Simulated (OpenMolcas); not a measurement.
# One shape, several levels: HBS (hydrogen boron sulfide)

Wanted: a comparison of 6 runs (B3LYP/6-31G*, B2PLYP/def2-TZVPPD, BHLYP/def2-TZVPPD, PBE/def2-TZVPPD, r2SCAN/def2-TZVPPD) of HBS (hydrogen boron sulfide). 

The results are computed with OpenMolcas 26.06.

1 further run of the same task is left out (set aside as unsound or not needed).

**1. Starting point**

HBS has 3 atoms, charge 0, and is taken as a singlet. As SMILES, `B=S`. One bond was lengthened or shortened from a relaxed shape.

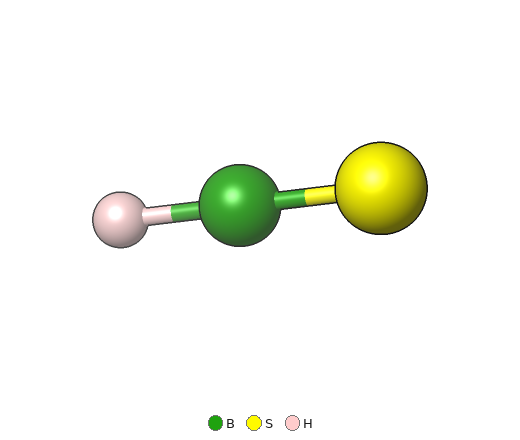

The structure, seen from a chosen angle (boron green, sulfur yellow, hydrogen pink).

**2. A single-point energy at B3LYP/6-31G(d) (spherical functions) (run 1)**

Contents of mol.inp:

```
>>> EXPORT MOLCAS_PRINT=2

&GATEWAY
 BasLib=$CurrDir
 Coord
 3
 angstrom
 B        0.009618       0.003218      -0.033820
 S        0.447448       0.165418      -1.561860
 H       -0.360510      -0.133080       1.258530
 Basis=6-31Gs
 Group=NoSym

&SEWARD
 GridInput
 Grid=UltraFine
 End of Grid

&SCF
 KSDFT=B3LYP
 Thresholds=1e-10 1e-07 1e-07 1e-05
 PrOrbitals=1 1
```

The basis set 6-31G* is read from a file made from the Basis Set Exchange's data (not shown).

Command:

```console
$ export MOLCAS_MEM=1860
$ pymolcas mol.inp > mol.log
```

Standard output:

```text
--- Start Module: gateway ---
[...]
--- Stop Module: gateway /rc=_RC_ALL_IS_WELL_ ---
--- Start Module: seward ---
[...]
      Basis functions           34
--- Stop Module: seward /rc=_RC_ALL_IS_WELL_ ---
[...]
--- Start Module: scf ---
[...]
       Convergence after  13 Iterations
[...]
::    Total KS-DFT energy                            -423.6385865753
[...]
      Total spin, S                                     0.0000000000
[...]
      Total electronic charge=   22.000000
      Total            charge=   -0.000000
[...]
      Dipole Moment (debye):
      Origin of the operator (angstrom)=    0.3194    0.1180   -1.1148
                   X= -3.9940E-01               Y= -1.4799E-01               Z=  1.3939E+00           Total=  1.4575E+00
      Quadrupole Moment (debye*angstrom):
[...]
--- Stop Module: scf /rc=_RC_ALL_IS_WELL_ ---
[...]
```

Wall time 6.9 s (1 thread of AMD EPYC 7R43 (Zen 3), shared host); peak memory 0.37 GiB.

**3. The energy at B3LYP/6-31G(d) (Cartesian functions) (run 2)**

Contents of test.input:

```
&GATEWAY
 BasLib=$CurrDir
 BasisSet
 B.6-31Gs....
 B1 0.009618 0.003218 -0.033820 angstrom
 End of Basis
 BasisSet
 S.6-31Gs....
 S2 0.447448 0.165418 -1.561860 angstrom
 End of Basis
 BasisSet
 H.6-31Gs....
 H3 -0.360510 -0.133080 1.258530 angstrom
 End of Basis

&SEWARD
 GridInput
 Grid=UltraFine
 End of Grid

&SCF
 KSDFT=B3LYP
 Thresholds=1e-10 1e-07 1e-07 1e-05
 PrOrbitals=0
```

The basis set 6-31G* is read from a file made from the Basis Set Exchange's data (not shown).

Command:

```console
$ export MOLCAS_MEM=1860
$ pymolcas test.input > test.log
```

Standard output:

```text
--- Start Module: gateway ---
[...]
--- Stop Module: gateway /rc=_RC_ALL_IS_WELL_ ---
--- Start Module: seward ---
[...]
      Basis functions           36
--- Stop Module: seward /rc=_RC_ALL_IS_WELL_ ---
[...]
--- Start Module: scf ---
[...]
       Convergence after  13 Iterations
[...]
::    Total KS-DFT energy                            -423.6419393894
[...]
      Total spin, S                                     0.0000000000
[...]
      Total electronic charge=   22.000000
      Total            charge=   -0.000000
[...]
      Dipole Moment (debye):
      Origin of the operator (angstrom)=    0.3194    0.1180   -1.1148
                   X= -3.9975E-01               Y= -1.4811E-01               Z=  1.3951E+00           Total=  1.4588E+00
      Quadrupole Moment (debye*angstrom):
[...]
--- Stop Module: scf /rc=_RC_ALL_IS_WELL_ ---
[...]
```

It took 7.2 s on 1 thread of AMD EPYC 7R43 (Zen 3), shared host; peak memory 0.37 GiB.

Runs 3 to 5 aren't shown in full; the table further down has their settings and results.

**4. A single-point energy at r2SCAN/def2-TZVPPD (run 6)**

Contents of test.input:

```
* BHS Kohn-Sham DFT

&GATEWAY
  BasLib = $CurrDir
  Coord
  3
  angstrom
  B        0.009618       0.003218      -0.033820
  S        0.447448       0.165418      -1.561860
  H       -0.360510      -0.133080       1.258530
  Basis = def2-TZVPPD
  Group = NoSym

&SEWARD
  GridInput
  Grid=UltraFine
  End of Grid

&SCF
  KSDFT = 2
  1.0 MGGA_X_R2SCAN
  1.0 MGGA_C_R2SCAN
  Thresholds = 1e-10 1e-07 1e-07 1e-05
  PrOrbitals = 1 1
```

The basis set def2-TZVPPD is read from a file made from the Basis Set Exchange's data (not shown).

Command:

```console
$ export MOLCAS_MEM=1860
$ pymolcas test.input > test.log
```

Standard output:

```text
--- Start Module: gateway ---
[...]
--- Stop Module: gateway /rc=_RC_ALL_IS_WELL_ ---
--- Start Module: seward ---
[...]
      Basis functions          105
--- Stop Module: seward /rc=_RC_ALL_IS_WELL_ ---
[...]
--- Start Module: scf ---
[...]
       Convergence after  14 Iterations
[...]
::    Total KS-DFT energy                            -423.6124193980
[...]
      Total spin, S                                     0.0000000000
[...]
      Total electronic charge=   22.000000
      Total            charge=   -0.000000
[...]
      Dipole Moment (debye):
      Origin of the operator (angstrom)=    0.3194    0.1180   -1.1148
                   X= -3.5677E-01               Y= -1.3206E-01               Z=  1.2452E+00           Total=  1.3020E+00
      Quadrupole Moment (debye*angstrom):
[...]
--- Stop Module: scf /rc=_RC_ALL_IS_WELL_ ---
[...]
```

Run time: 35 s. Hardware: 1 thread of AMD EPYC 7R43 (Zen 3), shared host; peak memory 0.6 GiB.

**5. Overview of the runs**

```csv
run,level,Cartesian functions,frozen core orbitals,energy (Eh),dipole moment (D),HOMO energy (eV),LUMO energy (eV),wall time
1,B3LYP/6-31G* (spherical functions),no,–,-423.638587,1.46,-8.21,-1.11,6.9 s
2,B3LYP/6-31G* (Cartesian functions),yes,–,-423.641939,1.46,-8.21,-1.11,7.2 s
3,B2PLYP/def2-TZVPPD,no,6,-423.508898,1.57,-9.44,0.00,33 s
4,BHLYP/def2-TZVPPD,no,–,-423.642687,1.56,-9.51,-0.29,31 s
5,PBE/def2-TZVPPD,no,–,-423.445253,1.16,-7.47,-2.18,31 s
6,r2SCAN/def2-TZVPPD,no,–,-423.612419,1.30,-7.71,-1.90,35 s
```

**6. Results**

```
            quantity          value
 run 6: total energy  -423.61242 Eh
run 6: dipole moment         1.30 D
  run 6: HOMO energy       -7.71 eV
  run 6: LUMO energy       -1.90 eV
run 6: HOMO–LUMO gap        5.80 eV
```

In words: The dipole moment (its size) runs from 1.16 D (PBE/def2-TZVPPD) to 1.57 D (B2PLYP/def2-TZVPPD). A double hybrid's value is that of its SCF part. The HOMO–LUMO gap runs from 5.28 eV (PBE/def2-TZVPPD) to 9.43 eV (B2PLYP/def2-TZVPPD). For B2PLYP the log adds the whole second-order term; the table takes 0.27 of it, as the functional is defined. Totals of different functionals can't be ranked against each other. All runs together took 2.4 min, the longest 35 s.
